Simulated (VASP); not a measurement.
# Cs2AgBiBr6: what each functional gives, and what it costs, part 3 of 5

Aim: compute the gap of Cs2AgBiBr6 from the cheapest level upwards and hold each value against experiment. The start is a cell from a database of measured crystal structures.

VASP 6.6.1, plane waves and PAW; the level of theory is named at each step.

So far, least gap on mesh and path (eV): step 2 (bands, level LDA, k 2×2×2) 1.06; step 3 (bands, level PBEsol, k 2×2×2) 1.14; step 4 (bands, level PBE, k 2×2×2) 1.24.

## Step 5: Bands with r2SCAN, k 2×2×2

This step: r2SCAN; plane waves and PAW (Cs_sv, Ag, Bi_d, Br) (VASP 6.6.1).

r2SCAN adds the kinetic-energy density, costs more than a GGA and is run with LASPH.

INCAR reads:

```
SYSTEM = Cs2AgBiBr6
PREC = Accurate
ENCUT = 400
EDIFF = 1E-06
NELM = 100
ISMEAR = 0
SIGMA = 0.02
LREAL = .FALSE.
ALGO = Normal
METAGGA = R2SCAN
LASPH = .TRUE.
NBANDS = 67
LORBIT = 11
LWAVE = .FALSE.
LCHARG = .FALSE.
NCORE = 8
```

POSCAR reads:

```
Cs2AgBiBr6
1.0
    0.0000000000      5.6161000000      5.6161000000
    5.6161000000      0.0000000000      5.6161000000
    5.6161000000      5.6161000000      0.0000000000
Cs Ag Bi Br
2 1 1 6
Direct
    0.2500000000      0.2500000000      0.2500000000
    0.7500000000      0.7500000000      0.7500000000
    0.5000000000      0.5000000000      0.5000000000
    0.0000000000      0.0000000000      0.0000000000
    0.2505500000      0.7494500000      0.2505500000
    0.2505500000      0.7494500000      0.7494500000
    0.7494500000      0.2505500000      0.7494500000
    0.7494500000      0.2505500000      0.2505500000
    0.2505500000      0.2505500000      0.7494500000
    0.7494500000      0.7494500000      0.2505500000
```

KPOINTS reads:

```
Automatic mesh
0
Gamma
2 2 2
0 0 0
```

KPOINTS_OPT reads:

```
Line mode
12
Line-mode
Reciprocal
  0.00000000   0.00000000   0.00000000 GAMMA
  0.50000000   0.00000000   0.50000000 X

  0.50000000   0.00000000   0.50000000 X
  0.50000000   0.25000000   0.75000000 W

  0.50000000   0.25000000   0.75000000 W
  0.37500000   0.37500000   0.75000000 K

  0.37500000   0.37500000   0.75000000 K
  0.00000000   0.00000000   0.00000000 GAMMA

  0.00000000   0.00000000   0.00000000 GAMMA
  0.50000000   0.50000000   0.50000000 L

  0.50000000   0.50000000   0.50000000 L
  0.62500000   0.25000000   0.62500000 U

  0.62500000   0.25000000   0.62500000 U
  0.50000000   0.25000000   0.75000000 W

  0.50000000   0.25000000   0.75000000 W
  0.50000000   0.50000000   0.50000000 L

  0.50000000   0.50000000   0.50000000 L
  0.37500000   0.37500000   0.75000000 K

  0.62500000   0.25000000   0.62500000 U
  0.50000000   0.00000000   0.50000000 X
```

The projector-augmented-wave data sets are Cs_sv, Ag, Bi_d and Br (PBE family, release 64).

Command:

```
$ mpirun -np 8 vasp_std
```

The log of the run:

```text
[banner, memory and clock lines left out]
running    8 mpi-ranks, on    1 nodes
[...]
[... a notice as in an earlier step ...]

 [... a notice as in an earlier step ...]

 LDA part: xc-table for (None), standard interpolation
 POSCAR, INCAR and KPOINTS ok, starting setup
[...]
entering main loop
       N       E                     dE             d eps       ncg     rms          rms(c)
DAV:   1     0.417841907425E+03    0.41784E+03   -0.31812E+04   402   0.937E+02
DAV:   2    -0.172714027387E+03   -0.59056E+03   -0.56111E+03   483   0.239E+02
DAV:   3    -0.240684017847E+03   -0.67970E+02   -0.67302E+02   476   0.949E+01
DAV:   4    -0.242632757065E+03   -0.19487E+01   -0.19415E+01   492   0.191E+01
[...]
DAV:  12    -0.222301881996E+03   -0.85859E-04   -0.11893E-04   492   0.416E-02    0.153E-02
DAV:  13    -0.222301895776E+03   -0.13779E-04   -0.20933E-05   484   0.255E-02    0.705E-03
DAV:  14    -0.222301896340E+03   -0.56384E-06   -0.27578E-06   452   0.780E-03
   1 F= -.22230190E+03 E0= -.22230190E+03  d E =-.131899E-19
 Start KPOINTS_OPT (optional k-point list driver)
k-point batch [1-3\120]
       N       E                     dE             ncg
DAV:   1     0.585010552319E+02   -0.77426E+03      426
DAV:   2    -0.169536004522E+04   -0.17539E+04      474
DAV:   3    -0.189276648259E+04   -0.19741E+03      484
DAV:   4    -0.189794376346E+04   -0.51773E+01      444
DAV:   5    -0.189808813830E+04   -0.14437E+00      596
DAV:   6    -0.189809029106E+04   -0.21528E-02      468
DAV:   7    -0.189809043501E+04   -0.14395E-03      628
DAV:   8    -0.189809043566E+04   -0.64952E-06      388
[...]
k-point batch [118-120\120]
       N       E                     dE             ncg
DAV:   1     0.389308644824E+02   -0.41300E+04      418
DAV:   2    -0.171849137730E+04   -0.17574E+04      491
DAV:   3    -0.190292223802E+04   -0.18443E+03      492
DAV:   4    -0.190766211442E+04   -0.47399E+01      508
DAV:   5    -0.190779820939E+04   -0.13609E+00      588
DAV:   6    -0.190779964349E+04   -0.14341E-02      532
DAV:   7    -0.190779973408E+04   -0.90589E-04      596
DAV:   8    -0.190779973456E+04   -0.48285E-06      460
```

The job ended after 5.4 min (8 MPI ranks of Intel Xeon 6975P-C (Granite Rapids), shared host; peak memory 1.5 GiB).

OUTCAR, selected parts (step 5):

```text
  Total        2.5897445      2.5897445      2.5897445     -0.0000000      0.0000000     -0.0000000
  in kB       11.7120526     11.7120526     11.7120526     -0.0000000      0.0000000     -0.0000000
  external PRESSURE =      11.7120526 kB  Pullay stress =       0.0000000 kB

 POSITION                                       TOTAL-FORCE (eV/Angst)
 -----------------------------------------------------------------------------------
      2.80805      2.80805      2.80805         0.000000     -0.000000      0.000000
      8.42415      8.42415      8.42415        -0.000000      0.000000     -0.000000
      5.61610      5.61610      5.61610        -0.000000     -0.000000     -0.000000
      0.00000      0.00000      0.00000        -0.000000     -0.000000      0.000000
      5.61610      2.81423      5.61610        -0.000000      0.192940      0.000000
      8.41797      5.61610      5.61610        -0.192940     -0.000000      0.000000
      5.61610      8.41797      5.61610        -0.000000     -0.192940      0.000000
      2.81423      5.61610      5.61610         0.192940     -0.000000      0.000000
      5.61610      5.61610      2.81423        -0.000000     -0.000000      0.192940
      5.61610      5.61610      8.41797        -0.000000     -0.000000     -0.192940
 -----------------------------------------------------------------------------------
    total drift:                                0.000000      0.000000      0.000000

  FREE ENERGIE OF THE ION-ELECTRON SYSTEM (eV)
  ---------------------------------------------------
  free  energy   TOTEN  =      -222.3018963398 eV

  energy  without entropy=     -222.3018963398  energy(sigma->0) =     -222.30189634

[... 2 parts as in an earlier step ...]

[... 1 further part left out ...]
[key lines of the parts left out:]
E-fermi :   1.3287
```

Electronic bands along the path, in eV, zero at the valence-band top; v1 is the highest filled band, c1 the lowest empty one:

| point | v4 | v3 | v2 | v1 | c1 | c2 | c3 | c4 |
| --- | --- | --- | --- | --- | --- | --- | --- | --- |
| Γ | -1.38 | -1.38 | -0.73 | -0.73 | 2.65 | 2.65 | 2.65 | 4.14 |
| X | -1.67 | -1.39 | -0.74 | 0.00 | 3.14 | 3.14 | 3.50 | 4.89 |
| W | -1.62 | -1.62 | -1.33 | -0.11 | 2.97 | 3.34 | 3.34 | 5.79 |
| K | -1.67 | -1.55 | -1.08 | -0.21 | 2.67 | 3.41 | 3.63 | 5.61 |
| Γ | -1.38 | -1.38 | -0.73 | -0.73 | 2.65 | 2.65 | 2.65 | 4.14 |
| L | -1.68 | -1.43 | -1.36 | -1.36 | 1.63 | 4.01 | 4.01 | 5.46 |
| U | -1.67 | -1.55 | -1.08 | -0.21 | 2.67 | 3.41 | 3.63 | 5.61 |
| W | -1.62 | -1.62 | -1.33 | -0.11 | 2.97 | 3.34 | 3.34 | 5.79 |
| L | -1.68 | -1.43 | -1.36 | -1.36 | 1.63 | 4.01 | 4.01 | 5.46 |
| K | -1.67 | -1.55 | -1.08 | -0.21 | 2.67 | 3.41 | 3.63 | 5.61 |
| jump to U | -1.67 | -1.55 | -1.08 | -0.21 | 2.67 | 3.41 | 3.63 | 5.61 |
| X | -1.67 | -1.39 | -0.74 | 0.00 | 3.14 | 3.14 | 3.50 | 4.89 |

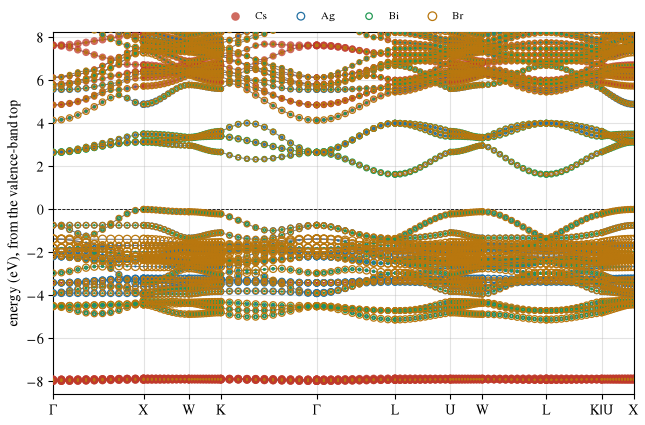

Electronic bands along the path; dots are coloured as in the legend, and their area grows with the weight.

The gap is 1.63 eV, indirect, from X to L. Against LDA that is +0.57 eV; this run took 2.1 times the core time.

## Step 6: Bands with TB-mBJ, k 2×2×2

This step: TB-mBJ; plane waves and PAW (Cs_sv, Ag, Bi_d, Br) (VASP 6.6.1).

TB-mBJ is a local potential fitted to gaps: it costs far less than a hybrid but gives no energy.

Changes to INCAR since step 5:

```diff
@@ -4,3 +4,3 @@
 EDIFF = 1E-06
-NELM = 100
+NELM = 150
 ISMEAR = 0
@@ -9,3 +9,3 @@
 ALGO = Normal
-METAGGA = R2SCAN
+METAGGA = MBJ
 LASPH = .TRUE.
```

POSCAR is that of step 5.

KPOINTS is that of step 5.

KPOINTS_OPT is that of step 5.

Command:

```
$ mpirun -np 8 vasp_std
```

The log of the run:

```text
[... set-up lines as in an earlier step ...]
 entering main loop
       N       E                     dE             d eps       ncg     rms          rms(c)
DAV:   1     0.363775539834E+04    0.36378E+04   -0.31238E+04   402   0.919E+02
DAV:   2     0.305817668844E+04   -0.57958E+03   -0.55129E+03   483   0.234E+02
DAV:   3     0.299200744404E+04   -0.66169E+02   -0.65490E+02   476   0.923E+01
DAV:   4     0.299015826911E+04   -0.18492E+01   -0.18424E+01   481   0.185E+01
[...]
DAV:   8     0.298872796149E+04    0.65713E+00   -0.10061E+00   444   0.455E+00    0.231E+01
DAV:   9     0.299260841365E+04    0.38805E+01   -0.60679E+00   452   0.145E+01    0.181E+01
DAV:  10     0.299236160834E+04   -0.24681E+00   -0.10014E+00   484   0.328E+00    0.186E+01
[... 130 further cycles ...]
DAV: 141     0.280241724273E+04   -0.18049E+04   -0.80626E+03   804   0.437E+02    0.239E+03
DAV: 142    -0.102658848847E+05   -0.13068E+05   -0.80754E+04   724   0.188E+03    0.454E+03
DAV: 143     0.351064195889E+04    0.13777E+05   -0.13982E+04   595   0.183E+03    0.239E+03
DAV: 144    -0.143183661700E+04   -0.49425E+04   -0.64676E+04   753   0.147E+03    0.191E+03
[...]
DAV: 148     0.423288764703E+04    0.17569E+05   -0.15708E+05   532   0.264E+03    0.441E+02
DAV: 149     0.504322985699E+03   -0.37286E+04   -0.19437E+04   804   0.695E+02    0.129E+03
DAV: 150    -0.463400308474E+04   -0.51383E+04   -0.82609E+04   718   0.166E+03
 -----------------------------------------------------------------------------
|                                                                             |
|           W    W    AA    RRRRR   N    N  II  N    N   GGGG   !!!           |
|           W    W   A  A   R    R  NN   N  II  NN   N  G    G  !!!           |
|           W    W  A    A  R    R  N N  N  II  N N  N  G       !!!           |
|           W WW W  AAAAAA  RRRRR   N  N N  II  N  N N  G  GGG   !            |
|           WW  WW  A    A  R   R   N   NN  II  N   NN  G    G                |
|           W    W  A    A  R    R  N    N  II  N    N   GGGG   !!!           |
|                                                                             |
|     The electronic self-consistency was not achieved in the given           |
|     number of steps (NELM). The forces and other quantities evaluated       |
|     might not be reliable so examine the results carefully. If you find     |
|     spurious results, we suggest increasing NELM, if you were close to      |
|     convergence or switching to a different ALGO or adjusting the           |
|     density mixing parameters otherwise.                                    |
|                                                                             |
 -----------------------------------------------------------------------------

   1 F= -.46340031E+04 E0= -.46340008E+04  d E =-.449442E-02
 Start KPOINTS_OPT (optional k-point list driver)
k-point batch [1-3\120]
       N       E                     dE             ncg
DAV:   1     0.100986937727E+05    0.92659E+04      707
DAV:   2     0.549633680076E+04   -0.46024E+04      804
DAV:   3     0.388187120960E+04   -0.16145E+04      804
DAV:   4     0.319342108792E+04   -0.68845E+03      804
[...]
DAV:  49     0.272325375003E+04   -0.14423E-05      540
DAV:  50     0.272325374891E+04   -0.11174E-05      540
DAV:  51     0.272325374818E+04   -0.73128E-06      492
[...]
k-point batch [118-120\120]
       N       E                     dE             ncg
DAV:   1     0.103497227543E+05    0.61807E+04      683
DAV:   2     0.555865497319E+04   -0.47911E+04      804
DAV:   3     0.389881088826E+04   -0.16598E+04      804
DAV:   4     0.321574239539E+04   -0.68307E+03      804
[...]
DAV:  51     0.272354276616E+04   -0.14082E-05      468
DAV:  52     0.272354276506E+04   -0.11044E-05      468
DAV:  53     0.272354276418E+04   -0.87958E-06      468
```

Wall time 16 min (8 MPI ranks); peak memory 1.6 GiB.

OUTCAR, selected parts (step 6):

```text
 k-point     1 :       0.0000    0.0000    0.0000
  band No.  band energies     occupation
    ...
     40      21.7320      2.00000
     41      22.4131      2.00000
     42      23.3971      2.00000
     43      23.5982      2.00000
     44      24.5571      1.99994
     45      25.4616      0.00000
     46      26.3339      0.00000
     47      27.4809      0.00000
     48      28.2346      0.00000
     49      28.4043      0.00000
    ...

  Total     5282.6893113   5282.6893113   5282.6893113     -0.0000000      0.0000000      0.0000000
  in kB    23890.8256835  23890.8256835  23890.8256835     -0.0000000      0.0000000      0.0000000
  external PRESSURE =   23890.8256835 kB  Pullay stress =       0.0000000 kB

 POSITION                                       TOTAL-FORCE (eV/Angst)
 -----------------------------------------------------------------------------------
      2.80805      2.80805      2.80805         0.000000      0.000000      0.000000
      8.42415      8.42415      8.42415        -0.000000     -0.000000      0.000000
      5.61610      5.61610      5.61610        -0.000000      0.000000      0.000000
      0.00000      0.00000      0.00000        -0.000000      0.000000      0.000000
      5.61610      2.81423      5.61610        -0.000000     -6.616587      0.000000
      8.41797      5.61610      5.61610         6.616587      0.000000      0.000000
      5.61610      8.41797      5.61610        -0.000000      6.616587      0.000000
      2.81423      5.61610      5.61610        -6.616587      0.000000      0.000000
      5.61610      5.61610      2.81423        -0.000000      0.000000     -6.616587
      5.61610      5.61610      8.41797        -0.000000      0.000000      6.616587
 -----------------------------------------------------------------------------------
    total drift:                               -0.000000      0.000000      0.000000

  FREE ENERGIE OF THE ION-ELECTRON SYSTEM (eV)
  ---------------------------------------------------
  free  energy   TOTEN  =     -4634.0030847428 eV

  energy  without entropy=    -4633.9985903208  energy(sigma->0) =    -4634.00083753

[... 8 parts as in an earlier step ...]

[... 8 further parts left out ...]
[key lines of the parts left out:]
E-fermi :  24.6138
```

The electronic loop ended without reaching EDIFF, so its numbers are not used.

## Step 7: Bands with BLYP, k 2×2×2

This step: BLYP; plane waves and PAW (Cs_sv, Ag, Bi_d, Br) (VASP 6.6.1).

BLYP comes from molecular chemistry and underbinds dense solids.

INCAR reads:

```
SYSTEM = Cs2AgBiBr6
PREC = Accurate
ENCUT = 400
EDIFF = 1E-06
NELM = 100
ISMEAR = 0
SIGMA = 0.02
LREAL = .FALSE.
ALGO = Normal
GGA = B5
ALDAX = 1
AGGAX = 1
AGGAC = 1
ALDAC = 0
NBANDS = 67
LASPH = .TRUE.
LORBIT = 11
LWAVE = .FALSE.
LCHARG = .FALSE.
NCORE = 8
```

POSCAR is that of step 6.

KPOINTS is that of step 6.

KPOINTS_OPT is that of step 6.

Command:

```
$ mpirun -np 8 vasp_std
```

The log of the run:

```text
[banner, memory and clock lines left out]
running    8 mpi-ranks, on    1 nodes
[...]
[... a notice as in an earlier step ...]

 [... a notice as in an earlier step ...]

 LDA part: xc-table for (Slater(with rela. corr.)+VWN5), standard interpolation
 POSCAR, INCAR and KPOINTS ok, starting setup
[...]
entering main loop
       N       E                     dE             d eps       ncg     rms          rms(c)
DAV:   1     0.625958648597E+03    0.62596E+03   -0.31301E+04   402   0.918E+02
DAV:   2     0.415982384259E+02   -0.58436E+03   -0.55650E+03   483   0.235E+02
DAV:   3    -0.255114050248E+02   -0.67110E+02   -0.66485E+02   476   0.935E+01
DAV:   4    -0.274620585591E+02   -0.19507E+01   -0.19439E+01   500   0.190E+01
[...]
DAV:  12    -0.258211690609E+02    0.22710E-06   -0.35167E-05   486   0.286E-02    0.891E-03
DAV:  13    -0.258211705376E+02   -0.14768E-05   -0.10402E-05   468   0.111E-02    0.386E-03
DAV:  14    -0.258211706389E+02   -0.10125E-06   -0.10113E-06   332   0.346E-03
   1 F= -.25821171E+02 E0= -.25821171E+02  d E =-.551380E-36
 Start KPOINTS_OPT (optional k-point list driver)
k-point batch [1-3\120]
       N       E                     dE             ncg
DAV:   1     0.221265706192E+03   -0.61150E+03      426
DAV:   2    -0.146497091488E+04   -0.16862E+04      466
DAV:   3    -0.166002003152E+04   -0.19505E+03      484
DAV:   4    -0.166543233069E+04   -0.54123E+01      444
DAV:   5    -0.166558246531E+04   -0.15013E+00      580
DAV:   6    -0.166558538759E+04   -0.29223E-02      460
DAV:   7    -0.166558560555E+04   -0.21796E-03      628
DAV:   8    -0.166558560823E+04   -0.26762E-05      420
DAV:   9    -0.166558560826E+04   -0.28724E-07      316
[...]
k-point batch [118-120\120]
       N       E                     dE             ncg
DAV:   1     0.202071812557E+03   -0.39669E+04      418
DAV:   2    -0.148888063635E+04   -0.16910E+04      480
DAV:   3    -0.167101666313E+04   -0.18214E+03      516
DAV:   4    -0.167559940609E+04   -0.45827E+01      492
DAV:   5    -0.167573103160E+04   -0.13163E+00      612
DAV:   6    -0.167573296394E+04   -0.19323E-02      508
DAV:   7    -0.167573306379E+04   -0.99846E-04      636
DAV:   8    -0.167573306570E+04   -0.19063E-05      452
DAV:   9    -0.167573306582E+04   -0.12918E-06      388
```

Elapsed: 1.8 min, on 8 MPI ranks; peak memory 1.3 GiB; 15 min of CPU time.

OUTCAR, selected parts (step 7):

```text
  Total        8.7281001      8.7281001      8.7281001     -0.0000000      0.0000000      0.0000000
  in kB       39.4726066     39.4726066     39.4726066     -0.0000000      0.0000000      0.0000000
  external PRESSURE =      39.4726066 kB  Pullay stress =       0.0000000 kB

 POSITION                                       TOTAL-FORCE (eV/Angst)
 -----------------------------------------------------------------------------------
      2.80805      2.80805      2.80805         0.000000      0.000000      0.000000
      8.42415      8.42415      8.42415        -0.000000     -0.000000     -0.000000
      5.61610      5.61610      5.61610        -0.000000      0.000000     -0.000000
      0.00000      0.00000      0.00000        -0.000000      0.000000     -0.000000
      5.61610      2.81423      5.61610        -0.000000      0.297291      0.000000
      8.41797      5.61610      5.61610        -0.297291      0.000000      0.000000
      5.61610      8.41797      5.61610        -0.000000     -0.297291      0.000000
      2.81423      5.61610      5.61610         0.297291      0.000000      0.000000
      5.61610      5.61610      2.81423        -0.000000      0.000000      0.297291
      5.61610      5.61610      8.41797        -0.000000      0.000000     -0.297291
 -----------------------------------------------------------------------------------
    total drift:                               -0.000000     -0.000000     -0.000000

  FREE ENERGIE OF THE ION-ELECTRON SYSTEM (eV)
  ---------------------------------------------------
  free  energy   TOTEN  =       -25.8211706389 eV

  energy  without entropy=      -25.8211706389  energy(sigma->0) =      -25.82117064

[... 2 parts as in an earlier step ...]

[... 1 further part left out ...]
[key lines of the parts left out:]
E-fermi :   1.9704
```

At this level the cell is under a pressure of 3.9 GPa, so at these settings it is away from equilibrium.

Electronic bands along the path, in eV, zero at the valence-band top; v1 is the highest filled band, c1 the lowest empty one:

| point | v4 | v3 | v2 | v1 | c1 | c2 | c3 | c4 |
| --- | --- | --- | --- | --- | --- | --- | --- | --- |
| Γ | -1.23 | -1.23 | -0.68 | -0.68 | 2.33 | 2.33 | 2.33 | 3.65 |
| X | -1.57 | -1.25 | -0.68 | 0.00 | 2.82 | 2.82 | 3.17 | 4.34 |
| W | -1.48 | -1.48 | -1.28 | -0.10 | 2.62 | 3.01 | 3.01 | 5.26 |
| K | -1.55 | -1.40 | -1.02 | -0.21 | 2.32 | 3.08 | 3.30 | 5.07 |
| Γ | -1.23 | -1.23 | -0.68 | -0.68 | 2.33 | 2.33 | 2.33 | 3.65 |
| L | -1.52 | -1.38 | -1.27 | -1.27 | 1.26 | 3.69 | 3.69 | 4.95 |
| U | -1.55 | -1.40 | -1.02 | -0.21 | 2.32 | 3.08 | 3.30 | 5.07 |
| W | -1.48 | -1.48 | -1.28 | -0.10 | 2.62 | 3.01 | 3.01 | 5.26 |
| L | -1.52 | -1.38 | -1.27 | -1.27 | 1.26 | 3.69 | 3.69 | 4.95 |
| K | -1.55 | -1.40 | -1.02 | -0.21 | 2.32 | 3.08 | 3.30 | 5.07 |
| jump to U | -1.55 | -1.40 | -1.02 | -0.21 | 2.32 | 3.08 | 3.30 | 5.07 |
| X | -1.57 | -1.25 | -0.68 | 0.00 | 2.82 | 2.82 | 3.17 | 4.34 |

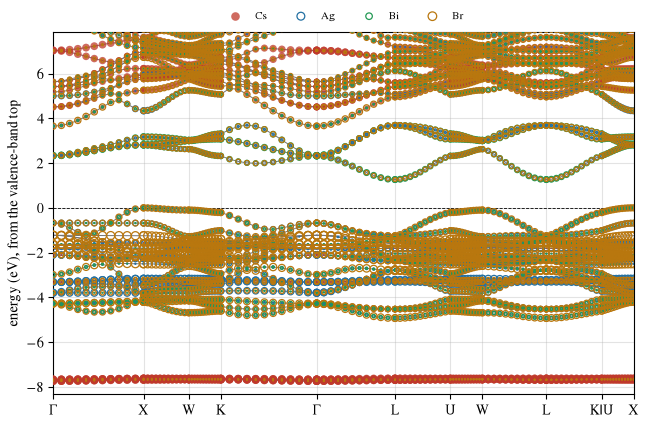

Electronic bands along the path; dots are coloured as in the legend, and their area grows with the weight.

The gap is 1.26 eV, indirect, from X to L. Against LDA that is +0.20 eV; this run took 0.72 times the core time.

(Continued in part 4 of 5.)

[Lines on the potential files, build, host, timing and source positions are cut from VASP's logs without a mark.]

[Logs are printed without paths, hosts, clocks, repeated set-up lines and the standing remarks that a program may print on its own settings, such as how far it seeks lower states.]

[Hosts, paths, dates, database ids (printed as entryN), source tags and the programs' standing remarks are cut or masked in the printed files.]

[A measured line is paired with the nearest computed mode of its activity, which favours agreement.]
